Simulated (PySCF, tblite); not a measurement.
**C5H9FO: a rotation path, then NMR shifts on frames, part 1 of 2**

Aim: move C5H9FO (`COC1(F)CCC1`) away from its starting geometry and see how NMR shifts follow the geometry.

Programs: tblite 0.8.0 and PySCF 2.14.0, with density-fitted response routines of our own. Each step states its level of theory. These are calculated values for one molecule in the gas phase, unless marked as measured. Atoms are numbered from 0 throughout.

## (1) The molecule as given

16 atoms, charge 0, multiplicity 1; geometry from: GFN2-xTB.

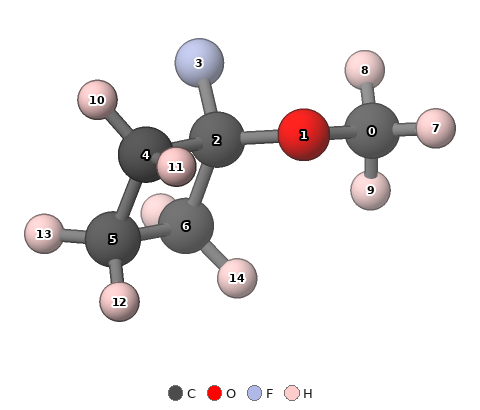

The starting geometry (carbon dark grey, oxygen red, fluorine light blue, hydrogen pink), atoms numbered.

## (2) A band between two rotamers with GFN2-xTB

Job settings and geometry (Å):

```
{"job": {"kind": "neb", "xc": "GFN2-xTB", "basis": "xTB", "atoms": [6, 2, 1, 0], "turn": 120}, "charge": 0, "multiplicity": 1}
C      2.337280    -0.156635     0.528651
O      1.060832    -0.370014     1.108468
C      0.037457     0.356664     0.556603
F      0.316070     1.715236     0.705466
C     -1.347817    -0.013881     1.098888
C     -1.824276    -0.297618    -0.336330
C     -0.423968     0.038309    -0.880068
H      3.018215    -0.812764     1.065094
H      2.650825     0.883355     0.650165
H      2.337118    -0.411637    -0.535399
H     -1.843655     0.812476     1.600253
H     -1.310698    -0.876265     1.757810
H     -2.137167    -1.323592    -0.510844
H     -2.603394     0.377038    -0.681400
H      0.103117    -0.804519    -1.320823
H     -0.377537     0.892790    -1.550461
```

Method: GFN2-xTB climbing-image nudged elastic band, gas phase.

On the command line:

```console
$ OMP_NUM_THREADS=1 python probes_run.py task.json out
```

One launch serves the whole session: the jobs run in the order shown.

Log:

```text
image   E - E0 / eV
  0      -0.0000
  1       0.0215
  2       0.0710
  3       0.1221
  4       0.1427
  5       0.1162
  6       0.0640
  7       0.0185
  8      -0.0000
```

It took 1.6 s on 1 thread of Intel Xeon 6975P-C, shared host; peak memory 0.19 GiB.

The final band, with the dihedral C6–C2–O1–C0:

| image | dihedral (°) | energy (eV) | energy (kcal/mol) |
| --- | --- | --- | --- |
| 0 | 68 | 0.000 | 0.0 |
| 1 | 81 | 0.022 | 0.5 |
| 2 | 95 | 0.071 | 1.6 |
| 3 | 112 | 0.122 | 2.8 |
| 4 | 130 | 0.143 | 3.3 |
| 5 | 147 | 0.116 | 2.7 |
| 6 | 163 | 0.064 | 1.5 |
| 7 | 176 | 0.018 | 0.4 |
| 8 | 187 | 0.000 | 0.0 |

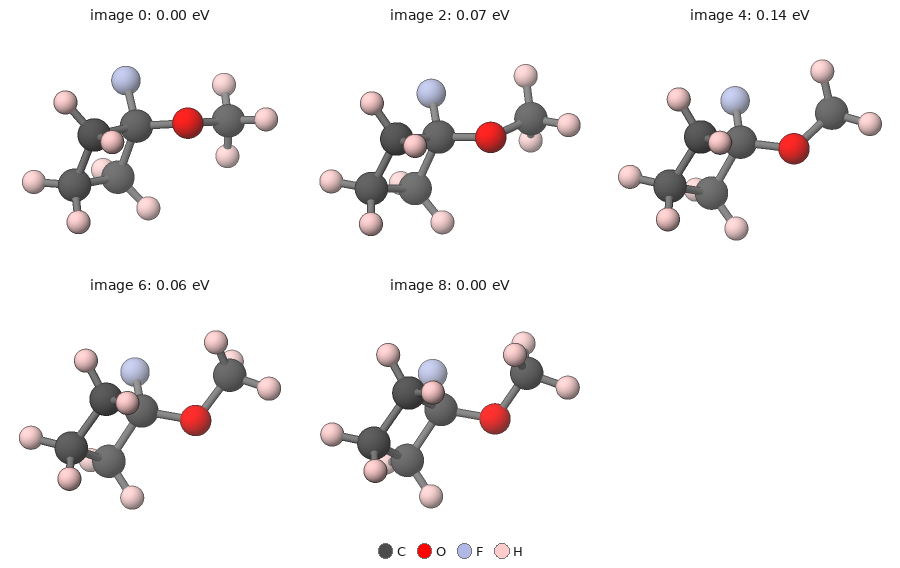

Images along the band.

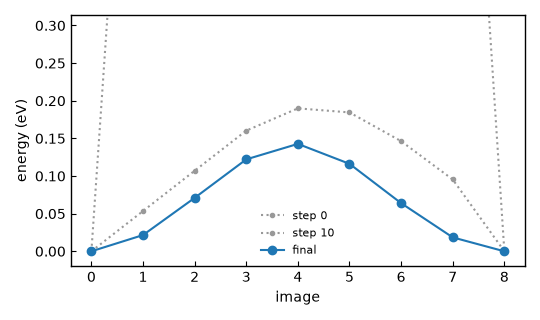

Energy along the band, early and final.

## (3) NMR shieldings: image 0, PBE0/pcSseg-1

Job settings and geometry (Å):

```
{"job": {"kind": "nmr", "xc": "PBE0", "basis": "pcSseg-1", "pop": false}, "charge": 0, "multiplicity": 1}
C      2.337300    -0.156600     0.528700
O      1.060800    -0.370000     1.108500
C      0.037500     0.356700     0.556600
F      0.316100     1.715200     0.705500
C     -1.347800    -0.013900     1.098900
C     -1.824300    -0.297600    -0.336300
C     -0.424000     0.038300    -0.880100
H      3.018200    -0.812800     1.065100
H      2.650800     0.883400     0.650200
H      2.337100    -0.411600    -0.535400
H     -1.843700     0.812500     1.600300
H     -1.310700    -0.876300     1.757800
H     -2.137200    -1.323600    -0.510800
H     -2.603400     0.377000    -0.681400
H      0.103100    -0.804500    -1.320800
H     -0.377500     0.892800    -1.550500
```

Level: GIAO PBE0/pcSseg-1 NMR shielding, non-relativistic, gas phase.

Log:

```text
coarse grid: 13184 points
cycle   1  E = -370.3785171202  dE =  9.119e-01  |g| = 7.193e-01  |ddm| = 3.464e+00
cycle   2  E = -370.3162897253  dE =  6.223e-02  |g| = 9.702e-01  |ddm| = 1.080e+00
cycle   3  E = -370.4716359026  dE = -1.553e-01  |g| = 7.319e-02  |ddm| = 6.217e-01
cycle   4  E = -370.4724941957  dE = -8.583e-04  |g| = 3.594e-02  |ddm| = 7.482e-02
cycle   5  E = -370.4727806026  dE = -2.864e-04  |g| = 4.998e-03  |ddm| = 2.927e-02
cycle   6  E = -370.4727847040  dE = -4.101e-06  |g| = 2.338e-03  |ddm| = 5.323e-03
final grid: 127200 points
cycle   7  E = -370.5349935206  dE = -3.808e-05  |g| = 1.276e-02  |ddm| = 3.234e-02
cycle   8  E = -370.5349600736  dE =  3.345e-05  |g| = 1.875e-02  |ddm| = 1.961e-02
cycle   9  E = -370.5350243062  dE = -6.423e-05  |g| = 1.122e-03  |ddm| = 1.192e-02
cycle  10  E = -370.5350245694  dE = -2.632e-07  |g| = 2.896e-04  |ddm| = 1.092e-03
cycle  11  E = -370.5350245845  dE = -1.507e-08  |g| = 1.050e-04  |ddm| = 2.665e-04
cycle  12  E = -370.5350245860  dE = -1.543e-09  |g| = 2.898e-05  |ddm| = 7.142e-05
cycle  13  E = -370.5350245861  dE = -1.312e-10  |g| = 4.712e-06  |ddm| = 2.285e-05
converged SCF energy = -370.5350245861

GIAO shielding tensors (ppm)
atom      isotropic    diamagn.    paramagn.     s11        s22        s33       span
  0 C      136.086     244.857    -108.771    111.506    112.575    184.179     72.673
  1 O      247.041     397.177    -150.136    180.184    258.316    302.622    122.438
  2 C       68.497     244.595    -176.097     48.771     51.933    104.787     56.016
  3 F      296.858     477.672    -180.814    223.164    291.400    376.011    152.847
  4 C      149.082     250.708    -101.626    131.402    137.211    178.633     47.231
  5 C      177.517     250.044     -72.528    166.115    182.421    184.014     17.899
  6 C      153.229     250.988     -97.759    134.057    147.565    178.065     44.008
  7 H       28.223      28.313      -0.090     24.118     26.063     34.488     10.370
  8 H       28.046      29.132      -1.085     23.417     26.616     34.106     10.688
  9 H       28.383      30.265      -1.882     24.252     27.101     33.795      9.543
 10 H       29.064      29.859      -0.795     25.839     27.370     33.982      8.143
 11 H       29.214      30.345      -1.131     25.938     27.952     33.752      7.814
 12 H       30.067      29.789       0.277     26.457     27.168     36.575     10.118
 13 H       29.913      29.552       0.361     26.453     26.935     36.349      9.896
 14 H       29.210      31.833      -2.623     25.177     29.023     33.431      8.254
 15 H       29.285      31.164      -1.879     25.881     27.849     34.126      8.245
```

It took 15 s on 1 thread of Intel Xeon 6975P-C, shared host; peak memory 0.75 GiB.

The references, computed at this level on geometries of the same kind, shield at (ppm): 1H TMS 31.72, 13C TMS 186.9, 19F CFCl3 170.9, 17O H2O 336.1. Their shielding less the atom's gives the shift. The references are single molecules in the gas phase, so shifts against H2O, NH3, PH3, H3PO4 or CFCl3 are not on the usual liquid scales and can be off by tens of ppm. Each atom is listed at this fixed geometry, with no averaging over motion; a spectrum would average atoms that exchange fast.

| atoms | environment | σ (ppm) | δ (ppm) |
| --- | --- | --- | --- |
| C2 | fully substituted sp3 carbon bonded to F and O | 68.5 | 118.4 |
| C0 | methyl carbon bonded to O | 136.1 | 50.8 |
| C4 | sp3 CH2 in a ring | 149.1 | 37.8 |
| C6 | sp3 CH2 in a ring | 153.2 | 33.7 |
| C5 | sp3 CH2 in a ring | 177.5 | 9.4 |
| H8 | hydrogen on a methyl carbon bonded to O | 28.05 | 3.67 |
| H7 | hydrogen on a methyl carbon bonded to O | 28.22 | 3.49 |
| H9 | hydrogen on a methyl carbon bonded to O | 28.38 | 3.33 |
| H10 | hydrogen on an sp3 CH2 in a ring | 29.06 | 2.65 |
| H14 | hydrogen on an sp3 CH2 in a ring | 29.21 | 2.51 |
| H11 | hydrogen on an sp3 CH2 in a ring | 29.21 | 2.50 |
| H15 | hydrogen on an sp3 CH2 in a ring | 29.29 | 2.43 |
| H13 | hydrogen on an sp3 CH2 in a ring | 29.91 | 1.80 |
| H12 | hydrogen on an sp3 CH2 in a ring | 30.07 | 1.65 |
| O1 | ether oxygen | 247.0 | 89.0 |
| F3 | fluorine on an sp3 carbon | 296.9 | -125.9 |

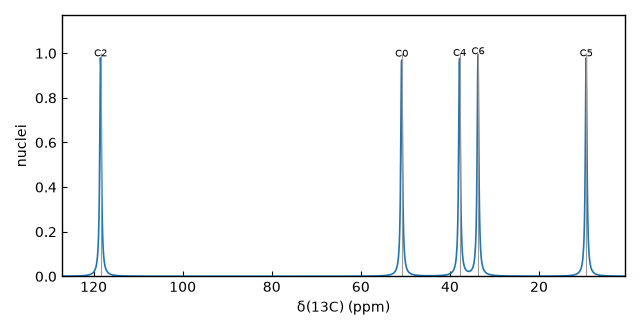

13C lines at the computed shifts, without couplings. Lines are broadened to a width of 0.44 ppm (Lorentzian).

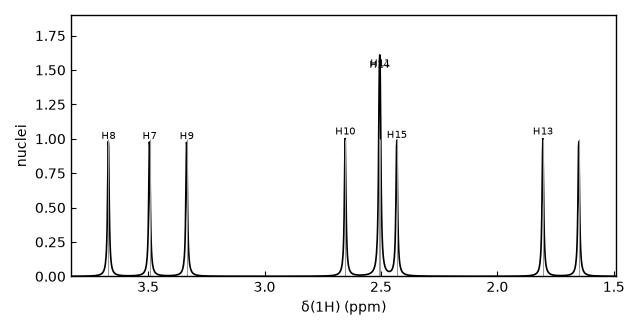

1H lines at the computed shifts, without couplings. Lines are broadened to a width of 0.01 ppm (Lorentzian).

Ring of atoms C2, C4, C5, C6: NICS(0) 0.0, NICS(1) -0.6, NICS(1)zz 2.5 ppm (means of both faces).

## (4) Nuclear shieldings: image 2, PBE0/pcSseg-1

Job settings and geometry (Å):

```
{"job": {"kind": "nmr", "xc": "PBE0", "basis": "pcSseg-1", "pop": false}, "charge": 0, "multiplicity": 1}
C      2.412200    -0.073500     0.655400
O      1.089400    -0.521500     0.889500
C      0.067000     0.265400     0.395800
F      0.429400     1.600200     0.465500
C     -1.283100    -0.001600     1.074300
C     -1.916600    -0.264400    -0.302400
C     -0.548100    -0.072600    -0.980800
H      3.058500    -0.856400     1.045100
H      2.602500     0.858700     1.194100
H      2.608900     0.080600    -0.408900
H     -1.662200     0.860700     1.616400
H     -1.238400    -0.861800     1.735500
H     -2.342500    -1.258300    -0.418700
H     -2.655800     0.478700    -0.591100
H     -0.133300    -0.974500    -1.422000
H     -0.495700     0.749300    -1.691600
```

With the program's defaults for keys left out, this is: GIAO PBE0/pcSseg-1 NMR shielding, non-relativistic, gas phase.

Log:

```text
coarse grid: 13184 points
cycle   1  E = -370.3753944113  dE =  9.093e-01  |g| = 7.199e-01  |ddm| = 3.463e+00
cycle   2  E = -370.3142374669  dE =  6.116e-02  |g| = 9.637e-01  |ddm| = 1.074e+00
cycle   3  E = -370.4687041042  dE = -1.545e-01  |g| = 7.309e-02  |ddm| = 6.238e-01
cycle   4  E = -370.4695452445  dE = -8.411e-04  |g| = 3.618e-02  |ddm| = 7.400e-02
cycle   5  E = -370.4698314394  dE = -2.862e-04  |g| = 5.152e-03  |ddm| = 2.960e-02
cycle   6  E = -370.4698355887  dE = -4.149e-06  |g| = 2.537e-03  |ddm| = 5.509e-03
final grid: 127200 points
cycle   7  E = -370.5314978564  dE = -3.762e-05  |g| = 1.270e-02  |ddm| = 3.140e-02
cycle   8  E = -370.5314652528  dE =  3.260e-05  |g| = 1.862e-02  |ddm| = 1.948e-02
cycle   9  E = -370.5315280557  dE = -6.280e-05  |g| = 1.124e-03  |ddm| = 1.198e-02
cycle  10  E = -370.5315283233  dE = -2.676e-07  |g| = 2.669e-04  |ddm| = 1.097e-03
cycle  11  E = -370.5315283359  dE = -1.264e-08  |g| = 1.034e-04  |ddm| = 2.443e-04
cycle  12  E = -370.5315283374  dE = -1.486e-09  |g| = 2.701e-05  |ddm| = 6.849e-05
cycle  13  E = -370.5315283375  dE = -1.195e-10  |g| = 4.462e-06  |ddm| = 2.173e-05
converged SCF energy = -370.5315283375

GIAO shielding tensors (ppm)
atom      isotropic    diamagn.    paramagn.     s11        s22        s33       span
  0 C      134.940     243.480    -108.540    109.935    113.224    181.662     71.728
  1 O      255.543     397.580    -142.037    205.192    239.611    321.825    116.633
  2 C       68.444     243.439    -174.995     47.395     53.443    104.495     57.100
  3 F      304.328     477.718    -173.390    265.156    293.482    354.346     89.190
  4 C      147.447     251.097    -103.651    127.040    136.904    178.396     51.355
  5 C      177.638     250.602     -72.964    166.340    182.813    183.761     17.422
  6 C      149.014     250.577    -101.563    133.047    135.371    178.623     45.575
  7 H       28.222      28.226      -0.004     24.223     26.060     34.383     10.160
  8 H       27.929      29.028      -1.098     23.424     26.294     34.070     10.646
  9 H       28.399      29.734      -1.334     24.478     26.221     34.499     10.021
 10 H       29.082      30.233      -1.151     25.883     27.528     33.835      7.952
 11 H       29.205      30.666      -1.461     25.895     28.270     33.451      7.555
 12 H       30.055      29.593       0.462     26.408     27.209     36.548     10.141
 13 H       29.980      29.561       0.420     26.488     27.113     36.339      9.851
 14 H       29.287      31.346      -2.058     25.644     28.579     33.639      7.995
 15 H       29.025      30.997      -1.972     25.551     27.789     33.735      8.185
```

It took 14 s on 1 thread of Intel Xeon 6975P-C, shared host; peak memory 0.81 GiB.

This run: δ C2 118.5, C0 52.0, C4 39.5, C6 37.9, H8 3.79, H7 3.50 ppm.

(Continued in part 2 of 2.)
